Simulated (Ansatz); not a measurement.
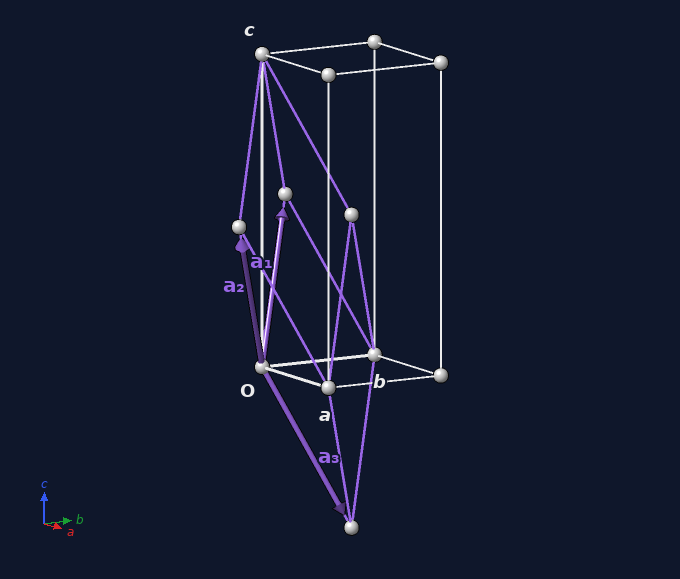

Crystal: Si2W, the end point of a relaxation with DFT PBEsol, scalar-relativistic, plane waves, PAW in Ansatz 0.2.0. The conventional cell (thin) and a primitive cell (coloured, vectors a₁, a₂, a₃), with the lattice points alone. Geometry calculated from the standardised cell; symmetry tolerance 0.002 Å.

a = 3.203 Å, b = 3.203 Å, c = 7.813 Å, α = 90.00°, β = 90.00°, γ = 90.00°.

**What is the centring, and how are the primitive vectors built?**

I, body-centred tetragonal, with lattice points at (0, 0, 0), (1/2, 1/2, 1/2). a₁ = −1/2 a + 1/2 b + 1/2 c; a₂ = 1/2 a − 1/2 b + 1/2 c; a₃ = 1/2 a + 1/2 b − 1/2 c.

**Give the primitive cell's size and content.**

Edges 4.516, 4.516, 4.516 Å; angles 138.45°, 138.45°, 60.21°; volume 40.09 Å³, 1/2 of the conventional cell; 3 of its 6 atoms.
